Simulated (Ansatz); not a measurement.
**[BF2]+ (SMILES F[B+]F): B3LYP/6-31G(d) (spherical functions)**

What is the vertical ionisation energy of [BF2]+ at B3LYP/6-31G* (spherical functions)? 

Program for the calculation: Ansatz 0.2.0.

6 further runs of the same task are left out: 3 that didn't finish, 3 set aside as unsound or not needed.

## 1. Starting point

[BF2]+: 3 atoms, total charge +1, spin state singlet. SMILES: `F[B+]F`. The coordinates come from a PBE0-D4/def2-TZVP relaxation.

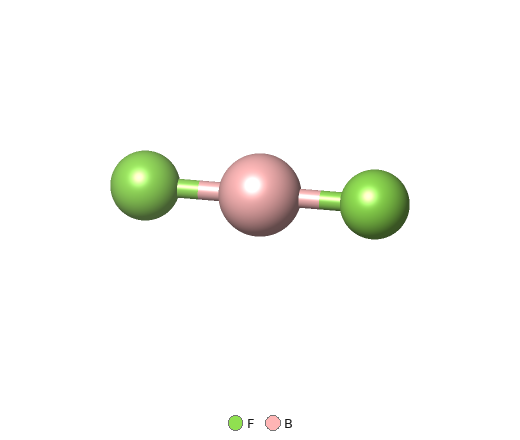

The structure, seen from a chosen angle (fluorine green, boron pink).

## 2. A single-point energy at B3LYP/6-31G(d) (spherical functions)

The input, input.yaml:

```yaml
crystal:
  periodic: [false, false, false]
  atoms:
    - {symbol: F, position_ang: [0.329710, 1.140520, 0.307700]}
    - {symbol: B, position_ang: [0.000000, -0.000000, 0.000000]}
    - {symbol: F, position_ang: [-0.329720, -1.140520, -0.307700]}
basis:
  gaussian:
    orbitals: 6-31G_st_-spherical.json
total_charge: 1
hamiltonian:
  xc: {name: B3LYP}
accuracy: high
output:
  orbitals: {seedname: orbitals}
```

The basis set 6-31G* is read from a file made from the Basis Set Exchange's data (not shown).

Launch:

```bash
ansatz run input.yaml --threads 1 --pin off --max-ram 3480MiB --events-out events.jsonl --progress --plain --runs-dir runs
```

Log:

```text
Warning: RAYON_NUM_THREADS=1 ignored (pool sized by the plan → 1); use --threads N
Functional definition: B3LYP
  name "B3LYP"
  parameter a0 = 0.2
  parameter ax = 0.72
  parameter ac = 0.81
  exchange = (1 - a0 - ax)*slater_x + ax*b88_x + a0*exact_x
  correlation = (1 - ac)*vwn_rpa_c + ac*lyp_c
783 factors; integrals over basis functions are off by at most 3.6e-9 eV
mean field evaluation 1: about -6092.1092 eV, gradient 8.3e1 eV
mean field evaluation 2: about -6070.2534 eV, gradient 1.5e2 eV
mean field evaluation 4: about -6102.0750 eV, gradient 1.1e0 eV
mean field evaluation 8: about -6102.0773 eV, gradient 2.3e-3 eV
mean field evaluation 16: about -6102.0773 eV, gradient 4.2e-8 eV
mean field -6102.07733151 eV, -224.2472057962 hartree, gradient 4.1e-8 eV, S^2 0.000000; 0 other end points of the search recorded, 0 dependent functions left out
reference -6102.07735179 eV, -224.2472065419 hartree; 11, 11 occupied and 31, 31 virtual orbitals, 783 factors
Total energy: -6102.07735179 eV, -224.2472065419 hartree
```

Wall time 0.98 s (1 thread of Arm Neoverse V2, shared host); peak memory 0.098 GiB.

## 3. Doublet [BF2]2+

The input, job.yaml:

```yaml
crystal:
  periodic: [false, false, false]
  atoms:
    - symbol: F
      position_ang: [0.329710, 1.140520, 0.307700]
    - symbol: B
      position_ang: [0.000000, -0.000000, 0.000000]
    - symbol: F
      position_ang: [-0.329720, -1.140520, -0.307700]
basis:
  gaussian:
    orbitals: 6-31G_st_-spherical.json
total_charge: 2
magnetization:
  spin_polarized: true
  initial_magnetization: 1
hamiltonian:
  xc: {name: B3LYP}
accuracy: high
output: {orbitals: {seedname: orbitals}}
```

The basis set 6-31G* is read from a file made from the Basis Set Exchange's data (not shown).

Launch:

```bash
ansatz run job.yaml --threads 1 --pin off --max-ram 3480MiB --events-out events.jsonl --progress --plain --runs-dir runs
```

Log (excerpt; [...] marks lines left out):

```text
Warning: RAYON_NUM_THREADS=1 ignored (pool sized by the plan → 1); use --threads N
[... 7 set-up lines as earlier in the session ...]
781 factors; integrals over basis functions are off by at most 3.6e-9 eV
mean field evaluation 1: about -6062.5041 eV, gradient 6.7e1 eV
mean field evaluation 2: about -6039.2026 eV, gradient 1.1e2 eV
mean field evaluation 4: about -6075.8825 eV, gradient 8.6e-1 eV
mean field evaluation 8: about -6075.9696 eV, gradient 8.6e-3 eV
mean field evaluation 16: about -6075.9696 eV, gradient 1.3e-6 eV
mean field evaluation 32: about -6075.8414 eV, gradient 1.5e0 eV
mean field -6075.96962316 eV, -223.2877652111 hartree, gradient 3.7e-9 eV, S^2 0.766160; 5 other end points of the search recorded, 0 dependent functions left out
reference -6075.96964194 eV, -223.2877659011 hartree; 11, 10 occupied and 31, 32 virtual orbitals, 781 factors
Total energy: -6075.96964194 eV, -223.2877659011 hartree
```

It took 13 s on 1 thread of Arm Neoverse V2, shared host; peak memory 0.15 GiB.

## 4. Outcome

At B3LYP/6-31G* (spherical functions):

```
                                            quantity          value
                        singlet [BF2]+: total energy  -224.24721 Eh
                         singlet [BF2]+: HOMO energy      -22.16 eV
                         singlet [BF2]+: LUMO energy       -8.48 eV
                       singlet [BF2]+: HOMO–LUMO gap       13.68 eV
                       doublet [BF2]2+: total energy  -223.28777 Eh
 doublet [BF2]2+: HOMO energy (highest over α and β)      -32.94 eV
  doublet [BF2]2+: LUMO energy (lowest over α and β)      -30.06 eV
                               doublet [BF2]2+: ⟨S²⟩          0.766
vertical ionisation energy (to the doublet dication)      26.108 eV
```

The vertical ionisation energy comes to 26.11 eV (2519 kJ/mol). The negative HOMO energy of the first species, 22.16 eV, lies 3.95 eV below that difference.
